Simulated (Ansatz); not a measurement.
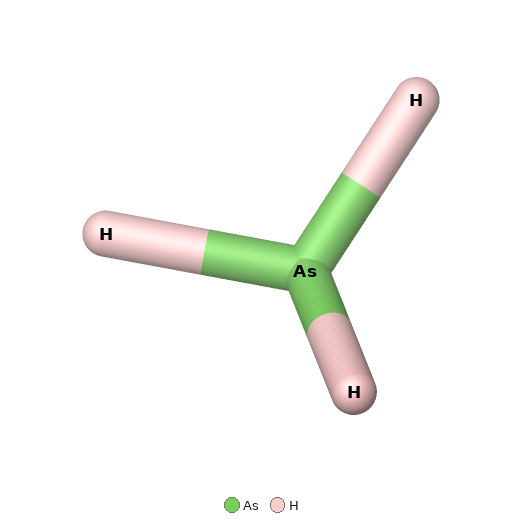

The species has charge +1 and is a spin doublet. The computed structure is the end point of a PBE0-D4/def2-TZVP optimisation. Program: Ansatz 0.2.0.

Tabulate HOMO energy (eV) at these levels: B3LYP-D4/def2-TZVPP; B97M-V/def2-TZVPP; BHLYP-D4/def2-TZVPP; CAM-B3LYP-D4/def2-TZVPP; PBE0-D4/def2-QZVPP; SPW92 (LDA)/def2-TZVPP; r2SCAN-D4/def2-TZVPP; r2SCAN0-D4/def2-TZVPP; r2SCANh-D4/def2-TZVPP; revPBE-D4/def2-TZVPP; ωB97M-V/def2-TZVPP.

```json
{"level": "B3LYP-D4/def2-TZVPP", "HOMO energy (eV)": "−15.03"}
{"level": "B97M-V/def2-TZVPP", "HOMO energy (eV)": "−14.35"}
{"level": "BHLYP-D4/def2-TZVPP", "HOMO energy (eV)": "−16.37"}
{"level": "CAM-B3LYP-D4/def2-TZVPP", "HOMO energy (eV)": "−16.62"}
{"level": "PBE0-D4/def2-QZVPP", "HOMO energy (eV)": "−15.35"}
{"level": "SPW92 (LDA)/def2-TZVPP", "HOMO energy (eV)": "−14.06"}
{"level": "r2SCAN-D4/def2-TZVPP", "HOMO energy (eV)": "−14.56"}
{"level": "r2SCAN0-D4/def2-TZVPP", "HOMO energy (eV)": "−15.68"}
{"level": "r2SCANh-D4/def2-TZVPP", "HOMO energy (eV)": "−15.01"}
{"level": "revPBE-D4/def2-TZVPP", "HOMO energy (eV)": "−14.10"}
{"level": "ωB97M-V/def2-TZVPP", "HOMO energy (eV)": "−17.43"}
```
